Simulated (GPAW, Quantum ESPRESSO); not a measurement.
Consider La2O3 (P-3m1).

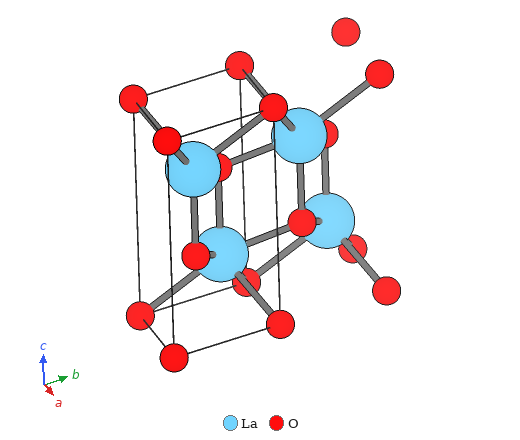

The structure (lanthanum blue, oxygen red). Bonds to atoms that aren't drawn are left out. 1×2×1 cells are drawn. Some periodic images of atoms are drawn too.

```
CELL_PARAMETERS angstrom
3.93078 0.00000 0.00000
-1.96539 3.40415 0.00000
0.00000 0.00000 6.11195
ATOMIC_POSITIONS crystal
La 0.33333 0.66667 0.24624
La 0.66667 0.33333 0.75376
O 0.00000 0.00000 0.00000
O 0.33333 0.66667 0.64589
O 0.66667 0.33333 0.35411
```

Absorber: atom 3, with 6 La at 2.72 Å (octahedral, site symmetry -3m). Method: GPAW, PBE, full core hole (charged cell), 15-atom cell with 6.8 Å between holes, 3×3×3 k points, dipole transitions, Gaussian full width 0.9 eV up to 4 eV, rising linearly to 3.5 eV at 25 eV, without spin-orbit coupling.

**Question.** Predict the near-edge structure at the O K edge.

Main maxima up to 24 eV above the zero (height): 1.3 eV (3.01), 5.8 eV (1.83), 9.5 eV (0.75), 14.6 eV (0.85) and 23.4 eV (1.15). A K edge sees empty p states on the absorber. The total-energy difference plus the lowest empty eigenvalue puts the zero at 538.98 eV. One term is added: -8.91 eV, since the hole is spin-paired here and a spin-polarised one costs that much less in the free atom (computed apart). The photon energy is then 530.07 eV. The functional and the charged cell's background leave an error of a few eV in such absolute values.

The O K spectrum (energy from the lowest empty level; intensity scaled to a mean of 1 over the first 20 eV; polarised curves are means over the symmetry-equivalent atoms):

```
E (eV)  isotropic  ε ⊥ c  ε ∥ c
  -2.0       0.00   0.00   0.00
  -0.5       0.03   0.03   0.02
   1.0       2.58   2.76   2.22
   2.5       1.41   1.76   0.69
   4.0       1.00   0.44   2.12
   5.5       1.75   1.98   1.30
   7.0       0.70   0.98   0.14
   8.5       0.56   0.67   0.34
  10.0       0.70   0.51   1.09
  11.5       0.50   0.41   0.68
  13.0       0.64   0.51   0.90
  14.5       0.85   0.72   1.12
  16.0       0.80   0.86   0.69
  17.5       0.80   0.94   0.53
  19.0       0.92   1.08   0.61
  20.5       0.99   1.06   0.83
  22.0       1.10   1.08   1.13
  23.5       1.15   1.07   1.30
  25.0       1.08   1.04   1.16
  26.5       0.94   0.96   0.90
  28.0       0.78   0.78   0.77
```

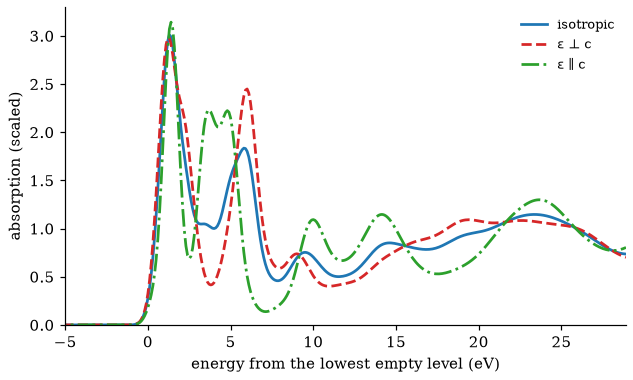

The O K edge.

The crystal has 2 inequivalent O sites and not all are shown here, while a measurement adds them all. The mesh is coarse (0.37 Å⁻¹ between points), so small maxima may be mesh ripples. The structure is a computed Materials Project entry and may be a hypothetical form.

[Banner, clock and machine lines of the logs are left out without a mark of their own.]

[Logs are printed without paths, hosts, clocks, repeated set-up lines and the standing remarks that a program may print on its own settings, such as how far it seeks lower states.]

[Hosts, paths, dates, database ids (printed as entryN), source tags and the programs' standing remarks are cut or masked in the printed files.]

[Lists of maxima count a maximum above −3 eV only where it reaches 4 % of the highest in the window and stands out from its surroundings by 2 % of it (1.5 % where it reaches 55 %); shoulders and weaker maxima are passed over, and of the rest the first, up to two pre-edge ones and the few strongest are named.]
